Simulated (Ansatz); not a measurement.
The relaxed structure here is a generated cell of Cu: the first start was made by placing the elements on the sites of a structure type, and the end was not matched to a known phase here, so it may be hypothetical. Known forms of Cu include space group No. 225.

A relaxed structure of Cu. Space group Im-3m (No. 229), bcc (W type). Method: r2SCAN (plane waves to 500 eV, PAW, scalar-relativistic; Ansatz, a program for electronic structure).

```xyz
1
Lattice="-1.4211 1.4211 1.4211 1.4211 -1.4211 1.4211 1.4211 1.4211 -1.4211" Properties=species:S:1:pos:R:3 pbc="T T T"
Cu     0.0000     0.0000     0.0000
```

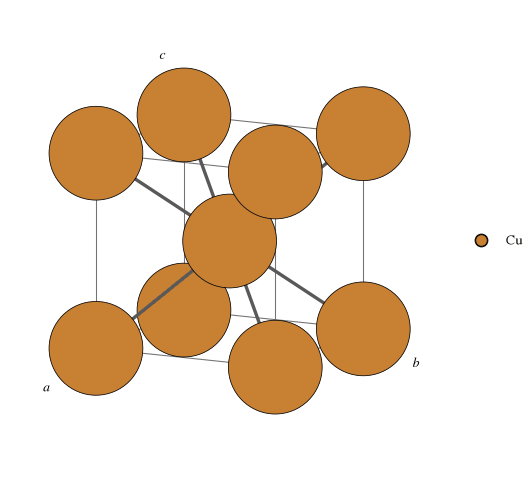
Figure. The conventional cell of the relaxed structure

| Item | Result |
|---|---|
| Volume per atom | 11.48 Å³ |
| Band gap | zero (metallic) |
| Shortest distances | Cu–Cu 2.46 Å |
| k-mesh | 23×23×23 |

No spin polarisation in the result.

The run could not lower the symmetry of its start; a shaken copy of this end point relaxes with r2SCAN to Fm-3m (No. 225), 0.04 eV/atom lower.
